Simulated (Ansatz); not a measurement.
# Calculations on Zn15SbS16 and related structures

**1. Relaxation**

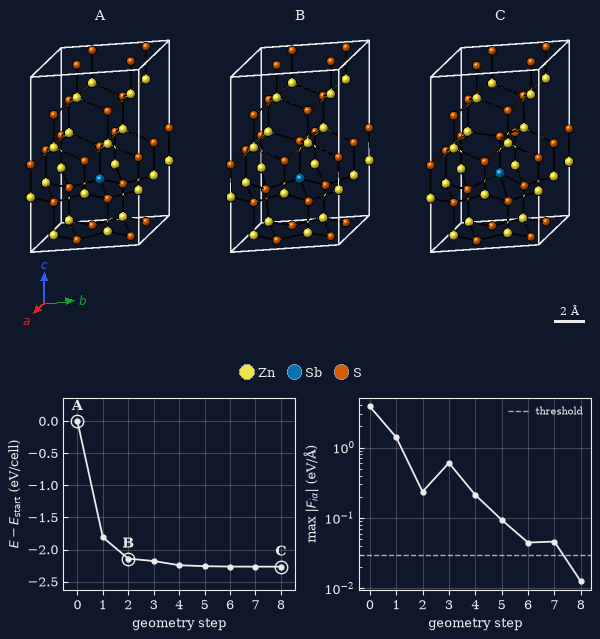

Frames of a relaxation of a defect cell of composition Zn$_{15}$SbS$_{16}$, marked on the history of the run. Style: ball-and-stick. Shown: the cell of the calculation (origin shifted), slightly off an axis.

All numbers below come from DFT, PBE, plane-wave PAW, default files, scalar-relativistic (Ansatz). (plane-wave cutoff 420 eV; k-point mesh 3 × 3 × 2; occupations fermi dirac; smearing width 0.01 eV; collinear spin; atoms relaxed in a fixed cell; force threshold 0.03 eV/Å; at most 40 steps)

Question: What happens along the run?

Answer: The largest move is that of an S atom, 0.71 Å along +c. Largest moves by element: S 0.71 Å, Sb 0.43 Å, Zn 0.13 Å. The lattice vectors keep their values. Among the contacts that change: S–Sb 2.342 → 2.692 Å, S–Sb 2.347 → 2.623 Å, S–Zn 2.347 → 2.272 Å, S–Zn 2.342 → 2.301 Å. Among the angles between lasting bonds that change: S–Zn–S 109.5° → 92.2°, Zn–S–Sb 109.5° → 93.7°, S–Sb–S 109.4° → 96.5°. After 8 geometry steps the energy has fallen by 2.267 eV per cell of the calculation. The largest force component goes from 3.8 to 0.013 eV/Å. From step 0 to 2: an S atom moves most (0.38 Å), energy −2.142 eV per cell of the calculation. From step 2 to 8: the Sb atom moves most (0.38 Å), energy −0.125 eV per cell of the calculation.

| step | E − E(0), meV/atom | largest force component, eV/Å |
| --- | --- | --- |
| 0 | 0.00 | 3.8323 |
| 1 | -56.56 | 1.4004 |
| 2 | -66.92 | 0.2364 |
| 3 | -68.09 | 0.6057 |
| 4 | -70.13 | 0.2128 |
| 5 | -70.61 | 0.0943 |
| 6 | -70.79 | 0.0448 |
| 7 | -70.83 | 0.0463 |
| 8 | -70.84 | 0.0127 |

Limits of the set-up: the periodic images lie only 7.6 Å apart, so the values are limited by the cell's size.

**2. Relaxation**

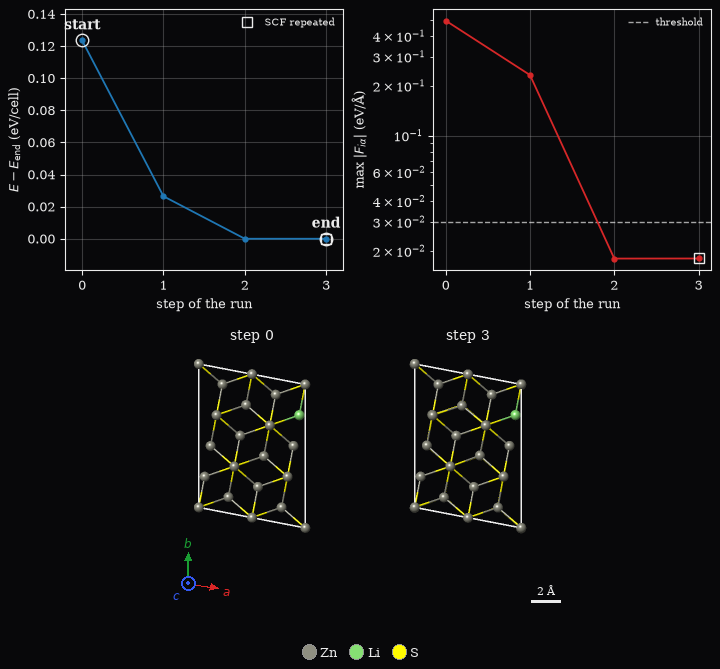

First and last geometry of a relaxation of a defect cell of composition LiZn₂₃S₂₄ (cell charge −1), with the history of the run. A ball-and-stick model of the cell of the calculation, reduced to other axes, seen along the c axis. Lengths and directions refer to the drawn axes.

Computed with Ansatz 0.2.0, DFT, PBE, plane-wave PAW, default files, scalar-relativistic. Set-up: plane-wave cutoff 420 eV; k-point mesh 3 × 2 × 2; occupations fermi dirac; smearing width 0.01 eV; no spin polarisation; atoms relaxed in a fixed cell; force threshold 0.03 eV/Å; at most 40 steps.

> What do the curves and the structures tell?

It converged. The energy falls by 0.124 eV per cell of the calculation in 2 accepted moves (3 points after the start). The largest force component goes from 0.5 to 0.018 eV/Å. 1 step only repeated the SCF at the same geometry. The largest move is that of a Zn atom, 0.068 Å along [−1 −3 2]. Largest moves by element: Zn 0.068 Å, S 0.028 Å, Li 0.012 Å. The cell doesn't change. Among the contacts that change: S–Zn 2.348 → 2.294 Å, S–Zn 2.348 → 2.382 Å, S–Zn 2.348 → 2.330 Å, Li–S 2.348 → 2.365 Å. Among the angles between lasting bonds that change: Zn–S–Zn 109.4° → 112.1°, S–Zn–S 109.5° → 107.0°, S–Zn–S 109.4° → 111.5°. The run took 3.5 min on 4 threads of AMD EPYC 7B13 (Zen 3) (shared host), peak memory 5.7 GiB.

Limits of the set-up: the periodic images lie only 7.6 Å apart, so the values are limited by the cell's size; the cell is charged, on a uniform background, and energies carry no finite-size correction.

**3. Defect**

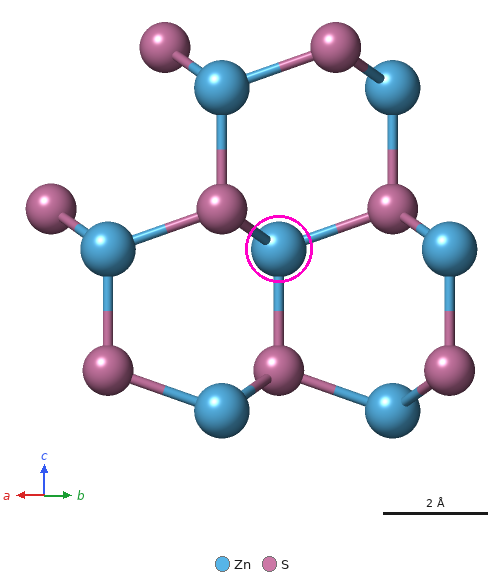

Perfect ZnS. Style: ball-and-stick. Shown: the atoms within 5.4 Å of one point, in a slice 5.0 Å thick across the line of sight, along [110].

The calculation used DFT, PBE, plane-wave PAW, default files, scalar-relativistic (Ansatz). Set-up: plane-wave cutoff 420 eV; k-point mesh 3 × 3 × 2; occupations fermi dirac; smearing width 0.01 eV; collinear spin. The axes drawn are those of the host's conventional cell.

A zinc atom is replaced by antimony at the ringed place, in charge state 0. The supercell has 32 sites, and the atoms are relaxed at the host's cell.

> Predict the relaxed surroundings of the defect.

In the host the Zn atom has 4 S at 2.34 to 2.35 Å; the Sb atom ends with 4 S at 2.62 to 2.69 Å. Of the host's atoms, a sulfur atom moves furthest from its site, by 0.76 Å. The Sb atom itself moves 0.48 Å from where it was put. The cell's net moment is 1.00 μB. Relaxing the atoms from the host's sites lowers the energy by 2.27 eV.

The relaxed defect, seen from the same direction:

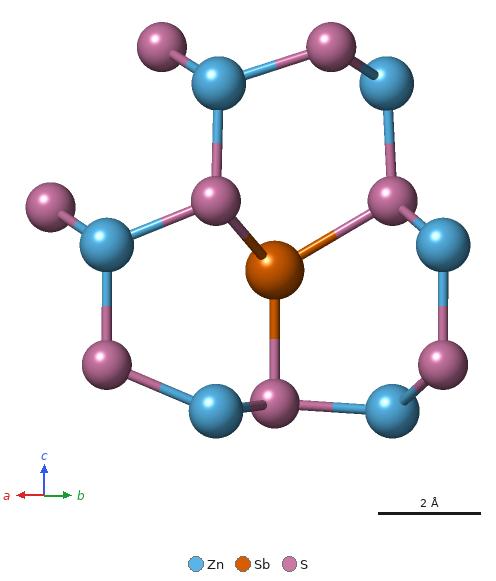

Limits of the set-up: the periodic images lie only 7.6 Å apart, so the values are limited by the cell's size.
